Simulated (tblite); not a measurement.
## Geometry relaxation, with input and output: CH9NO3Si3 (part 4 of 4)

Continued. System: CH9NO3Si3. Method: GFN2-xTB geometry optimisation, gas phase (tblite 0.8.0). It belongs to a series of runs on one base structure; here: H on Si replaced by NHCH3.

Trajectory as extended XYZ, continued:
```
17
Properties=species:S:1:pos:R:3:forces:R:3 step=131 energy=-745.67872
C     2.8670   -0.1998    0.0557    0.0090   0.0010  -0.0220
N     1.6256   -0.7711   -0.4139    0.0180   0.0160   0.0120
Si    0.2784    0.2095   -0.7930   -0.0140  -0.0040   0.0010
O    -0.0683    1.0970    0.5241   -0.0070  -0.0010  -0.0050
Si   -1.4411    1.1717    1.3869    0.0020  -0.0010  -0.0040
O    -2.5505    0.1941    0.7144    0.0020   0.0020   0.0050
Si   -2.4285   -0.8740   -0.5039    0.0070   0.0030  -0.0040
O    -0.9387   -0.8124   -1.1374   -0.0020  -0.0030  -0.0080
H     3.4518   -0.9555    0.5824   -0.0160   0.0070   0.0090
H     3.4759    0.2063   -0.7597   -0.0130  -0.0050   0.0020
H     2.6297    0.6106    0.7405    0.0070  -0.0190  -0.0120
H     1.7765   -1.5771   -1.0015    0.0040  -0.0010   0.0130
H     0.3462    1.1619   -1.8980    0.0020   0.0070   0.0070
H    -1.9535    2.5269    1.2525    0.0080  -0.0120   0.0020
H    -1.1366    0.6518    2.7110   -0.0090   0.0090   0.0040
H    -2.5899   -2.2019    0.0653    0.0060  -0.0010  -0.0060
H    -3.3511   -0.4260   -1.5352   -0.0040   0.0020   0.0050
17
Properties=species:S:1:pos:R:3:forces:R:3 step=134 energy=-745.67895
C     2.8719   -0.1997    0.0500    0.0020   0.0010   0.0000
N     1.6261   -0.7700   -0.4074    0.0030   0.0000  -0.0050
Si    0.2781    0.2096   -0.7879    0.0120  -0.0030  -0.0130
O    -0.0724    1.0988    0.5265    0.0070  -0.0030  -0.0020
Si   -1.4462    1.1719    1.3870    0.0000   0.0040   0.0100
O    -2.5557    0.2016    0.7054   -0.0040  -0.0060   0.0050
Si   -2.4272   -0.8729   -0.5064   -0.0050  -0.0070   0.0010
O    -0.9361   -0.8141   -1.1365   -0.0040   0.0000  -0.0010
H     3.4561   -0.9550    0.5781   -0.0020   0.0120  -0.0010
H     3.4755    0.2013   -0.7714   -0.0010  -0.0110  -0.0020
H     2.6422    0.6141    0.7325    0.0010   0.0000  -0.0020
H     1.7738   -1.5820   -0.9879   -0.0130   0.0070   0.0110
H     0.3460    1.1639   -1.8914    0.0060   0.0040   0.0020
H    -1.9553    2.5286    1.2604    0.0060  -0.0070  -0.0010
H    -1.1462    0.6435    2.7086   -0.0080   0.0080   0.0090
H    -2.5874   -2.1985    0.0689    0.0050   0.0000  -0.0080
H    -3.3502   -0.4291   -1.5385   -0.0040   0.0010  -0.0050
17
Properties=species:S:1:pos:R:3:forces:R:3 step=137 energy=-745.67913
C     2.8737   -0.1997    0.0466   -0.0070  -0.0030   0.0090
N     1.6251   -0.7691   -0.4036    0.0020  -0.0070  -0.0060
Si    0.2786    0.2108   -0.7874    0.0000  -0.0010   0.0080
O    -0.0747    1.1013    0.5261   -0.0020  -0.0090   0.0010
Si   -1.4480    1.1723    1.3887    0.0100  -0.0150  -0.0070
O    -2.5558    0.2016    0.7040    0.0010  -0.0100   0.0060
Si   -2.4256   -0.8733   -0.5076   -0.0150   0.0100  -0.0030
O    -0.9340   -0.8151   -1.1366    0.0030   0.0130   0.0000
H     3.4583   -0.9530    0.5764    0.0050   0.0000  -0.0100
H     3.4745    0.1986   -0.7781    0.0000  -0.0120   0.0020
H     2.6464    0.6146    0.7287    0.0030   0.0230  -0.0010
H     1.7669   -1.5863   -0.9778   -0.0040   0.0000   0.0060
H     0.3498    1.1649   -1.8902    0.0020   0.0070  -0.0040
H    -1.9566    2.5286    1.2650   -0.0010   0.0060  -0.0050
H    -1.1510    0.6442    2.7112   -0.0030   0.0040   0.0040
H    -2.5852   -2.2000    0.0641    0.0030  -0.0050   0.0000
H    -3.3494   -0.4285   -1.5393    0.0030  -0.0020  -0.0010
17
Properties=species:S:1:pos:R:3:forces:R:3 step=141 energy=-745.67938
C     2.8731   -0.1996    0.0456    0.0030  -0.0030  -0.0060
N     1.6214   -0.7689   -0.3966    0.0040   0.0030   0.0090
Si    0.2791    0.2132   -0.7883   -0.0010   0.0090   0.0020
O    -0.0771    1.1046    0.5236    0.0000  -0.0010   0.0090
Si   -1.4483    1.1704    1.3886   -0.0080  -0.0010   0.0000
O    -2.5553    0.1964    0.7067    0.0040  -0.0020   0.0020
Si   -2.4256   -0.8731   -0.5097    0.0090   0.0030   0.0040
O    -0.9346   -0.8097   -1.1407   -0.0080   0.0100  -0.0050
H     3.4608   -0.9521    0.5734   -0.0080   0.0060   0.0040
H     3.4702    0.1928   -0.7845    0.0020  -0.0040  -0.0020
H     2.6520    0.6199    0.7244    0.0020  -0.0030  -0.0090
H     1.7575   -1.5929   -0.9618    0.0070  -0.0080  -0.0020
H     0.3569    1.1683   -1.8906    0.0000  -0.0050   0.0040
H    -1.9562    2.5277    1.2686   -0.0060  -0.0010  -0.0110
H    -1.1540    0.6445    2.7121    0.0070  -0.0030   0.0070
H    -2.5757   -2.2030    0.0583   -0.0070   0.0020  -0.0040
H    -3.3509   -0.4264   -1.5388    0.0000  -0.0040  -0.0010
17
Properties=species:S:1:pos:R:3:forces:R:3 step=144 energy=-745.67958
C     2.8783   -0.1993    0.0399    0.0020   0.0080  -0.0040
N     1.6217   -0.7691   -0.3858   -0.0160  -0.0050  -0.0180
Si    0.2801    0.2134   -0.7815    0.0120  -0.0050  -0.0090
O    -0.0809    1.1047    0.5282    0.0110   0.0060   0.0150
Si   -1.4536    1.1685    1.3903   -0.0080   0.0210   0.0240
O    -2.5591    0.1940    0.7078    0.0010  -0.0060   0.0010
Si   -2.4264   -0.8706   -0.5122    0.0030  -0.0160  -0.0030
O    -0.9329   -0.8093   -1.1368   -0.0050   0.0050  -0.0060
H     3.4696   -0.9493    0.5662    0.0000  -0.0010   0.0160
H     3.4682    0.1864   -0.7983    0.0020   0.0010  -0.0060
H     2.6645    0.6247    0.7151    0.0070   0.0060  -0.0010
H     1.7532   -1.5980   -0.9455   -0.0030  -0.0040  -0.0020
H     0.3582    1.1675   -1.8847    0.0060  -0.0060   0.0060
H    -1.9628    2.5252    1.2658   -0.0040  -0.0040  -0.0060
H    -1.1579    0.6460    2.7157   -0.0020  -0.0020  -0.0070
H    -2.5809   -2.2022    0.0511   -0.0070   0.0050  -0.0050
H    -3.3462   -0.4207   -1.5450    0.0010  -0.0020   0.0040
17
Properties=species:S:1:pos:R:3:forces:R:3 step=148 energy=-745.67991
C     2.8849   -0.1986    0.0322   -0.0030   0.0030   0.0010
N     1.6223   -0.7671   -0.3780    0.0020  -0.0040   0.0060
Si    0.2814    0.2153   -0.7739   -0.0070  -0.0050   0.0130
O    -0.0837    1.1034    0.5376    0.0030   0.0010   0.0010
Si   -1.4601    1.1688    1.3954    0.0070  -0.0020  -0.0090
O    -2.5580    0.1834    0.7152    0.0000   0.0000   0.0000
Si   -2.4261   -0.8699   -0.5150   -0.0050  -0.0030   0.0010
O    -0.9317   -0.8055   -1.1360    0.0050  -0.0010   0.0010
H     3.4765   -0.9455    0.5628    0.0010  -0.0020   0.0050
H     3.4694    0.1756   -0.8150    0.0040  -0.0030  -0.0010
H     2.6819    0.6332    0.7013   -0.0030   0.0080  -0.0070
H     1.7454   -1.6048   -0.9256    0.0000  -0.0120  -0.0120
H     0.3635    1.1646   -1.8794    0.0050   0.0190   0.0000
H    -1.9725    2.5231    1.2568   -0.0060  -0.0040   0.0020
H    -1.1676    0.6528    2.7238   -0.0030   0.0040  -0.0070
H    -2.5893   -2.2056    0.0343    0.0000  -0.0030   0.0050
H    -3.3432   -0.4114   -1.5464   -0.0010   0.0040   0.0010
17
Properties=species:S:1:pos:R:3:forces:R:3 step=151 energy=-745.68002
C     2.8869   -0.1981    0.0296   -0.0010  -0.0050  -0.0020
N     1.6231   -0.7681   -0.3751   -0.0050  -0.0030  -0.0010
Si    0.2818    0.2144   -0.7701    0.0050   0.0090  -0.0090
O    -0.0825    1.1020    0.5421   -0.0030  -0.0020  -0.0010
Si   -1.4615    1.1690    1.3954   -0.0060  -0.0050  -0.0060
O    -2.5590    0.1843    0.7133    0.0030   0.0020  -0.0010
Si   -2.4264   -0.8702   -0.5156    0.0050   0.0060   0.0020
O    -0.9313   -0.8049   -1.1357    0.0000  -0.0050   0.0100
H     3.4788   -0.9436    0.5620    0.0020   0.0050   0.0090
H     3.4694    0.1704   -0.8213    0.0080   0.0000  -0.0030
H     2.6871    0.6382    0.6942   -0.0060  -0.0010  -0.0070
H     1.7456   -1.6064   -0.9226   -0.0040  -0.0030  -0.0050
H     0.3650    1.1669   -1.8747    0.0040   0.0020   0.0160
H    -1.9743    2.5231    1.2582   -0.0030   0.0000  -0.0040
H    -1.1752    0.6526    2.7244    0.0040   0.0000   0.0040
H    -2.5932   -2.2048    0.0347    0.0050  -0.0080   0.0060
H    -3.3414   -0.4126   -1.5485   -0.0080   0.0080  -0.0070
17
Properties=species:S:1:pos:R:3:forces:R:3 step=155 energy=-745.68041
C     2.8925   -0.2011    0.0191    0.0130  -0.0020   0.0110
N     1.6231   -0.7684   -0.3693   -0.0230  -0.0030  -0.0300
Si    0.2840    0.2198   -0.7595    0.0040  -0.0070  -0.0140
O    -0.0858    1.1017    0.5549   -0.0050  -0.0120  -0.0010
Si   -1.4713    1.1681    1.3980    0.0100   0.0060   0.0120
O    -2.5629    0.1789    0.7139    0.0000  -0.0010   0.0030
Si   -2.4248   -0.8719   -0.5175    0.0030   0.0050  -0.0060
O    -0.9282   -0.7986   -1.1330    0.0090   0.0060   0.0040
H     3.4764   -0.9377    0.5723    0.0110  -0.0040   0.0080
H     3.4799    0.1386   -0.8405   -0.0020  -0.0010  -0.0030
H     2.7010    0.6537    0.6614   -0.0030   0.0110   0.0010
H     1.7375   -1.6100   -0.9143   -0.0100   0.0090   0.0090
H     0.3746    1.1817   -1.8556   -0.0040  -0.0100   0.0120
H    -1.9847    2.5211    1.2520   -0.0070   0.0000  -0.0030
H    -1.1892    0.6598    2.7315   -0.0020  -0.0020  -0.0060
H    -2.5882   -2.2099    0.0265    0.0060   0.0010   0.0060
H    -3.3410   -0.4137   -1.5498    0.0000   0.0040  -0.0030
17
Properties=species:S:1:pos:R:3:forces:R:3 step=158 energy=-745.68057
C     2.8903   -0.2033    0.0207    0.0010   0.0020   0.0020
N     1.6215   -0.7667   -0.3764    0.0030  -0.0020   0.0030
Si    0.2840    0.2238   -0.7626   -0.0020  -0.0060  -0.0020
O    -0.0851    1.1016    0.5548    0.0030  -0.0060   0.0000
Si   -1.4701    1.1683    1.3982    0.0000   0.0020   0.0020
O    -2.5605    0.1755    0.7173    0.0000   0.0020  -0.0030
Si   -2.4223   -0.8725   -0.5165   -0.0020  -0.0010  -0.0010
O    -0.9285   -0.7929   -1.1378   -0.0050  -0.0010  -0.0030
H     3.4677   -0.9384    0.5828    0.0020  -0.0060   0.0020
H     3.4852    0.1299   -0.8362    0.0040   0.0000  -0.0020
H     2.6966    0.6561    0.6567   -0.0020   0.0020  -0.0020
H     1.7339   -1.6096   -0.9191   -0.0010   0.0050   0.0030
H     0.3755    1.1886   -1.8544   -0.0040   0.0030  -0.0050
H    -1.9860    2.5201    1.2475   -0.0040  -0.0040   0.0030
H    -1.1877    0.6592    2.7308    0.0010   0.0030   0.0050
H    -2.5773   -2.2112    0.0291    0.0040   0.0030   0.0010
H    -3.3442   -0.4166   -1.5449    0.0040   0.0020  -0.0010
```

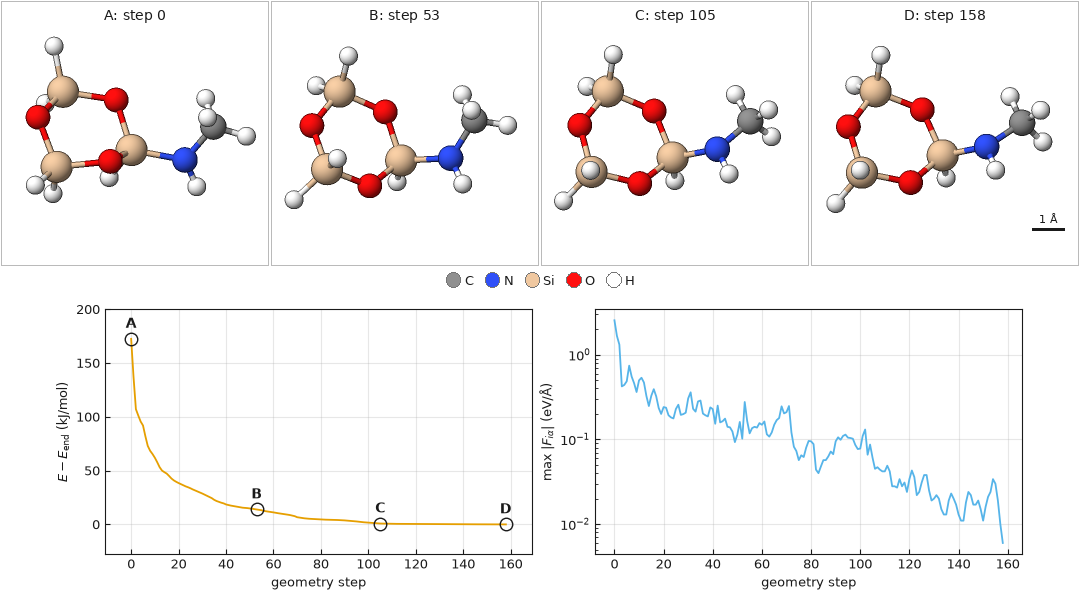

Figure 1. Frames of the relaxation (ball-and-stick view, seen at a tilt) above the curves, on which the letters mark them (steps are counted from 0).

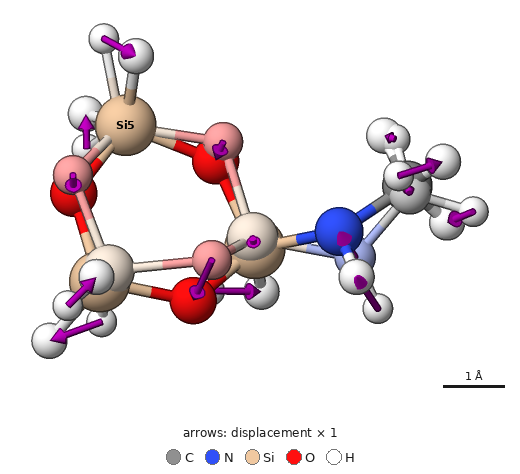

Figure 2. Start (faint) and end (solid) with the displacements as pink arrows, at true length (ball-and-stick view, seen at a tilt). The two geometries are laid on each other by the best rigid fit. The largest move after the best rigid fit is that of H12, 1.83 Å. Largest moves by element: H 1.83 Å, O 1.13 Å, N 0.87 Å, Si 0.30 Å, C 0.18 Å. Among the contacts that change: Si7–O8 1.732 → 1.620 Å, Si3–O8 1.722 → 1.626 Å, O4–Si5 1.706 → 1.623 Å, Si5–O6 1.704 → 1.624 Å. Among the angles that change: Si3–O8–Si7 104.8° → 129.0°, Si5–O6–Si7 114.0° → 131.0°, Si3–O4–Si5 114.7° → 129.6°. After 158 geometry steps the energy has fallen by 172.5 kJ/mol. Largest force component: 2.5 eV/Å at the start, 0.006 eV/Å at the end. (Atoms are counted from 1 in the order of the input.)

The run was set up as follows.

Input file:
```
{"job": {"kind": "relax", "xc": "GFN2-xTB", "basis": "xTB"}, "charge": 0, "multiplicity": 1}
C      2.897900    -0.378000    -0.044000
N      1.868500    -0.284600    -1.028400
Si     0.258500     0.043100    -0.521600
O      0.069500     0.966600     0.892200
Si    -1.549800     1.217600     1.367100
O     -2.562600    -0.134000     1.144200
Si    -2.262400    -0.996700    -0.296100
O     -0.586800    -1.433100    -0.255200
H      2.676500    -1.265900     0.603500
H      3.891300    -0.456000    -0.518600
H      2.856200     0.525900     0.605100
H      2.129800    -0.232800    -1.998400
H     -0.499900     0.773500    -1.570700
H     -2.054100     2.413300     0.644500
H     -1.604300     1.570900     2.801700
H     -3.117800    -2.193600    -0.359500
H     -2.417500    -0.124300    -1.475600
```

The first line tells a small driver script what to run in tblite; the rest is the geometry in Å.

Launch command:
```bash
OMP_NUM_THREADS=1 python <driver script> task.json out
```

Summary:

```json
{"quantity": "outcome", "value": "converged"}
{"quantity": "total energy", "value": "−745.6806 eV"}
{"quantity": "hardware", "value": "1 CPU thread, shared host"}
{"quantity": "wall time", "value": "1.1 s"}
{"quantity": "peak memory", "value": "0.18 GiB"}
```
